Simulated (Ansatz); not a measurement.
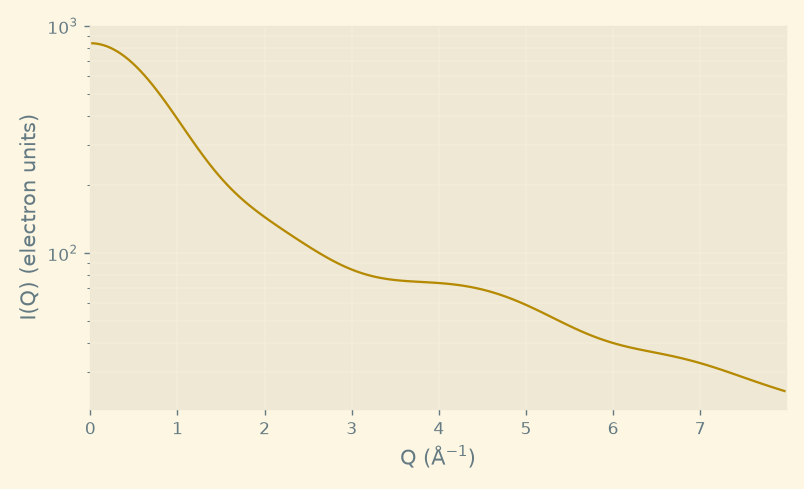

Elastic X-ray scattering of a randomly oriented, rigid molecule, calculated with the Debye equation from neutral-atom form factors (independent atoms, no Compton part, no vibration). The geometry is the end point of an optimisation (UHF/def2-SVP (Ansatz)); it may be a saddle point or a higher isomer. It contains C, N, Al, H.

Q: How many electrons does the independent-atom model of the molecule hold?

A: I(0) is the square of the electron number: I(0) = 840, so about 29 electrons, the count of CH3AlN.

Q: What radius of gyration does the initial fall-off give?

A: From I(Q) ≈ I(0) exp(−Q²R²/3) at small Q, R ≈ 1.63 Å. It is larger than the electron-weighted radius of the nuclear positions alone (1.42 Å), because each atom's electron cloud adds to it.
